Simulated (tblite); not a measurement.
# Geometry relaxation of ZnHSO (charge −1)

ZnHSO, charge −1, computed with GFN2-xTB geometry optimisation, gas phase (tblite 0.8.0).

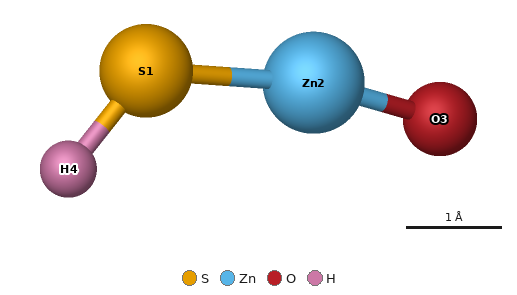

Fig. 1: The structure as given in the input (ball-and-stick view, seen at a tilt; atoms are numbered from 1 in the order of the input). Sticks mark near contacts. Bond lengths as drawn: H–S 1.35 Å, O–Zn 1.61 Å and S–Zn 1.96 Å.

### Summary

| quantity | value |
| --- | --- |
| outcome | converged |
| total energy | −233.3997 eV |
| hardware | 1 CPU thread, shared host |
| peak memory | 0.17 GiB |

### The input
```
{"job": {"kind": "relax", "xc": "GFN2-xTB", "basis": "xTB"}, "charge": -1, "multiplicity": 1}
S     -0.735982     0.580573    -1.653286
Zn     0.258128     0.689724     0.029227
O      1.338873     0.793800     1.215752
H     -0.263260     0.111506    -2.830314
```

The first line tells a small driver script what to run in tblite; the rest is the geometry in Å.

Launched with:
```bash
OMP_NUM_THREADS=1 python <driver script> task.json out
```

### Output
```
step      E/eV     max force
  0    -232.22275    6.138
  1    -232.76038    2.698
  2    -233.02796    1.873
  3    -233.31395    0.708
  4    -233.35531    0.434
  5    -233.36270    0.364
  6    -233.36780    0.200
  7    -233.37022    0.184
  8    -233.37386    0.289
  9    -233.38104    0.381
 10    -233.39105    0.427
 11    -233.39706    0.258
 12    -233.39880    0.093
 13    -233.39925    0.018
 14    -233.39927    0.018
 15    -233.39928    0.018
 16    -233.39933    0.019
 17    -233.39941    0.027
 18    -233.39954    0.035
 19    -233.39965    0.030
 20    -233.39971    0.012
 21    -233.39971    0.002
```

### Trajectory as extended XYZ (Å, eV, eV/Å), 22 frames, from step=0 to step=21
```
4
Properties=species:S:1:pos:R:3:forces:R:3 step=0 energy=-232.22275
S    -0.7360    0.5806   -1.6533   -3.1300  -0.3460  -5.2690
Zn    0.2581    0.6897    0.0292    2.5650   0.1430   3.9720
O     1.3389    0.7938    1.2158    0.4720   0.0620   0.6240
H    -0.2633    0.1115   -2.8303    0.0930   0.1420   0.6730
4
Properties=species:S:1:pos:R:3:forces:R:3 step=1 energy=-232.76038
S    -0.7807    0.5756   -1.7286   -2.1130   0.2610  -1.6580
Zn    0.2948    0.6918    0.0860    0.0280  -0.1220   0.2930
O     1.3456    0.7947    1.2247    1.4760   0.1550   1.6920
H    -0.2619    0.1135   -2.8207    0.6090  -0.2940  -0.3280
4
Properties=species:S:1:pos:R:3:forces:R:3 step=2 energy=-233.02796
S    -0.8348    0.5797   -1.7812   -1.7040   0.3830  -0.6780
Zn    0.3046    0.6898    0.1063    0.0680  -0.1140   0.0790
O     1.3772    0.7980    1.2612    0.9210   0.0980   1.0720
H    -0.2493    0.1081   -2.8249    0.7150  -0.3670  -0.4740
4
Properties=species:S:1:pos:R:3:forces:R:3 step=3 energy=-233.31395
S    -0.9544    0.5958   -1.8702   -0.5370   0.0470  -0.4580
Zn    0.3274    0.6848    0.1438    0.2270  -0.0520   0.0440
O     1.4369    0.8044    1.3309    0.1270   0.0100   0.1960
H    -0.2120    0.0906   -2.8430    0.1830  -0.0050   0.2190
4
Properties=species:S:1:pos:R:3:forces:R:3 step=4 energy=-233.35531
S    -1.0114    0.6022   -1.9167   -0.0470  -0.0930  -0.3580
Zn    0.3417    0.6819    0.1608    0.2300  -0.0190   0.0140
O     1.4624    0.8071    1.3616   -0.1070  -0.0180  -0.0630
H    -0.1949    0.0844   -2.8444   -0.0750   0.1310   0.4070
4
Properties=species:S:1:pos:R:3:forces:R:3 step=5 energy=-233.36270
S    -1.0294    0.6027   -1.9359    0.0140  -0.0740  -0.2040
Zn    0.3491    0.6807    0.1656    0.1860  -0.0120  -0.0360
O     1.4689    0.8077    1.3706   -0.1400  -0.0230  -0.1020
H    -0.1908    0.0845   -2.8388   -0.0600   0.1090   0.3420
4
Properties=species:S:1:pos:R:3:forces:R:3 step=6 energy=-233.36780
S    -1.0420    0.6020   -1.9523   -0.0380   0.0000   0.0110
Zn    0.3574    0.6795    0.1669    0.1070  -0.0110  -0.1180
O     1.4710    0.8076    1.3751   -0.1190  -0.0220  -0.0840
H    -0.1887    0.0864   -2.8283    0.0500   0.0330   0.1910
4
Properties=species:S:1:pos:R:3:forces:R:3 step=7 energy=-233.37022
S    -1.0469    0.6015   -1.9581   -0.0970   0.0500   0.1270
Zn    0.3629    0.6788    0.1642    0.0440  -0.0140  -0.1780
O     1.4688    0.8071    1.3747   -0.0770  -0.0170  -0.0410
H    -0.1871    0.0882   -2.8194    0.1300  -0.0190   0.0930
4
Properties=species:S:1:pos:R:3:forces:R:3 step=8 energy=-233.37386
S    -1.0535    0.6016   -1.9618   -0.1510   0.0950   0.2270
Zn    0.3711    0.6775    0.1558   -0.0410  -0.0170  -0.2530
O     1.4629    0.8058    1.3718   -0.0110  -0.0100   0.0280
H    -0.1827    0.0907   -2.8044    0.2030  -0.0680  -0.0020
4
Properties=species:S:1:pos:R:3:forces:R:3 step=9 energy=-233.38104
S    -1.0667    0.6031   -1.9626   -0.1760   0.1240   0.2990
Zn    0.3866    0.6748    0.1326   -0.1620  -0.0200  -0.3440
O     1.4486    0.8028    1.3643    0.0900   0.0010   0.1350
H    -0.1707    0.0949   -2.7729    0.2480  -0.1050  -0.0910
4
Properties=species:S:1:pos:R:3:forces:R:3 step=10 energy=-233.39105
S    -1.0865    0.6067   -1.9564   -0.1060   0.0930   0.2570
Zn    0.4086    0.6704    0.0880   -0.2370  -0.0120  -0.3550
O     1.4244    0.7976    1.3516    0.1570   0.0090   0.2110
H    -0.1488    0.1009   -2.7219    0.1860  -0.0900  -0.1120
4
Properties=species:S:1:pos:R:3:forces:R:3 step=11 energy=-233.39706
S    -1.0964    0.6098   -1.9428   -0.0280   0.0360   0.1300
Zn    0.4212    0.6672    0.0462   -0.1630   0.0060  -0.2000
O     1.4040    0.7933    1.3406    0.1160   0.0040   0.1540
H    -0.1311    0.1053   -2.6826    0.0750  -0.0460  -0.0840
4
Properties=species:S:1:pos:R:3:forces:R:3 step=12 energy=-233.39880
S    -1.0918    0.6102   -1.9341   -0.0310   0.0160   0.0500
Zn    0.4178    0.6675    0.0381   -0.0610   0.0140  -0.0690
O     1.4016    0.7927    1.3389    0.0530  -0.0040   0.0710
H    -0.1298    0.1052   -2.6815    0.0400  -0.0270  -0.0510
4
Properties=species:S:1:pos:R:3:forces:R:3 step=13 energy=-233.39925
S    -1.0887    0.6101   -1.9322   -0.0100  -0.0040   0.0030
Zn    0.4130    0.6685    0.0418   -0.0010   0.0180  -0.0050
O     1.4053    0.7932    1.3414    0.0060  -0.0100   0.0110
H    -0.1318    0.1038   -2.6897    0.0050  -0.0040  -0.0090
4
Properties=species:S:1:pos:R:3:forces:R:3 step=14 energy=-233.39927
S    -1.0887    0.6100   -1.9327   -0.0010  -0.0080  -0.0010
Zn    0.4124    0.6690    0.0434    0.0040   0.0180  -0.0010
O     1.4064    0.7932    1.3424   -0.0010  -0.0100   0.0030
H    -0.1323    0.1034   -2.6917   -0.0020   0.0000  -0.0010
4
Properties=species:S:1:pos:R:3:forces:R:3 step=15 energy=-233.39928
S    -1.0888    0.6098   -1.9330    0.0020  -0.0080  -0.0010
Zn    0.4122    0.6694    0.0439    0.0050   0.0180   0.0000
O     1.4068    0.7931    1.3427   -0.0030  -0.0110   0.0000
H    -0.1325    0.1033   -2.6923   -0.0030   0.0010   0.0010
4
Properties=species:S:1:pos:R:3:forces:R:3 step=16 energy=-233.39933
S    -1.0892    0.6088   -1.9337    0.0090  -0.0100  -0.0010
Zn    0.4120    0.6721    0.0452    0.0090   0.0160   0.0030
O     1.4079    0.7918    1.3441   -0.0100  -0.0100  -0.0090
H    -0.1330    0.1029   -2.6942   -0.0070   0.0040   0.0070
4
Properties=species:S:1:pos:R:3:forces:R:3 step=17 energy=-233.39941
S    -1.0899    0.6068   -1.9343    0.0140  -0.0100   0.0000
Zn    0.4124    0.6773    0.0457    0.0130   0.0140   0.0070
O     1.4087    0.7889    1.3459   -0.0170  -0.0100  -0.0180
H    -0.1335    0.1026   -2.6959   -0.0090   0.0060   0.0110
4
Properties=species:S:1:pos:R:3:forces:R:3 step=18 energy=-233.39954
S    -1.0911    0.6030   -1.9343    0.0150  -0.0070   0.0030
Zn    0.4140    0.6872    0.0445    0.0150   0.0080   0.0120
O     1.4085    0.7831    1.3480   -0.0220  -0.0070  -0.0260
H    -0.1336    0.1023   -2.6969   -0.0080   0.0060   0.0120
4
Properties=species:S:1:pos:R:3:forces:R:3 step=19 energy=-233.39965
S    -1.0921    0.5993   -1.9331    0.0090  -0.0030   0.0050
Zn    0.4163    0.6966    0.0414    0.0120   0.0030   0.0120
O     1.4066    0.7772    1.3487   -0.0180  -0.0030  -0.0230
H    -0.1331    0.1024   -2.6956   -0.0030   0.0030   0.0060
4
Properties=species:S:1:pos:R:3:forces:R:3 step=20 energy=-233.39971
S    -1.0923    0.5977   -1.9315    0.0000   0.0010   0.0040
Zn    0.4181    0.7009    0.0384    0.0040   0.0000   0.0060
O     1.4044    0.7743    1.3479   -0.0070  -0.0010  -0.0090
H    -0.1324    0.1027   -2.6933    0.0020  -0.0010   0.0000
4
Properties=species:S:1:pos:R:3:forces:R:3 step=21 energy=-233.39971
S    -1.0922    0.5978   -1.9309   -0.0010   0.0010   0.0020
Zn    0.4184    0.7008    0.0375    0.0000   0.0000   0.0010
O     1.4036    0.7742    1.3472   -0.0010   0.0000  -0.0020
H    -0.1320    0.1028   -2.6924    0.0020  -0.0010  -0.0010
```

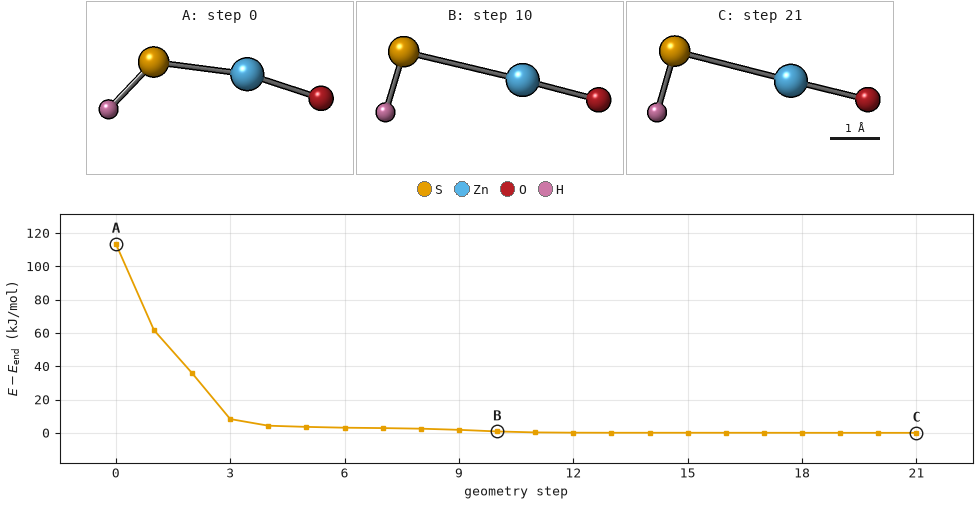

Fig. 2: Frames of the relaxation (ball-and-stick view, seen at a tilt) above the curves, on which the letters mark them (steps are counted from 0).

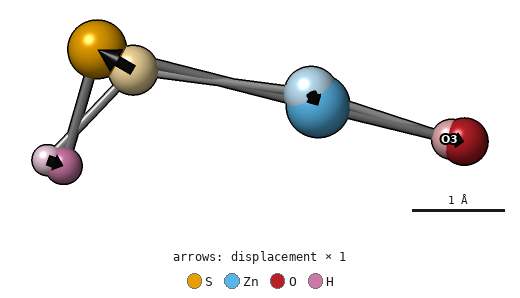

Fig. 3: Start (faint) and end (solid) with the displacements as black arrows, at true length (ball-and-stick view, seen at a tilt). The two geometries are laid on each other by the best rigid fit. The largest move after the best rigid fit is that of S1, 0.45 Å. Largest moves by element: S 0.45 Å, H 0.19 Å, Zn 0.16 Å, O 0.15 Å. Distances before and after: S1–Zn2 1.957 → 2.483 Å, Zn2–O3 1.608 → 1.641 Å, S1–H4 1.352 → 1.322 Å. Among the angles that change: Zn2–S1–H4 126.2° → 91.7°, S1–Zn2–O3 168.3° → 179.4°. After 21 geometry steps the energy has fallen by 113.6 kJ/mol. The largest force component goes from 5.3 to 0.002 eV/Å. (Atoms are counted from 1 in the order of the input.)
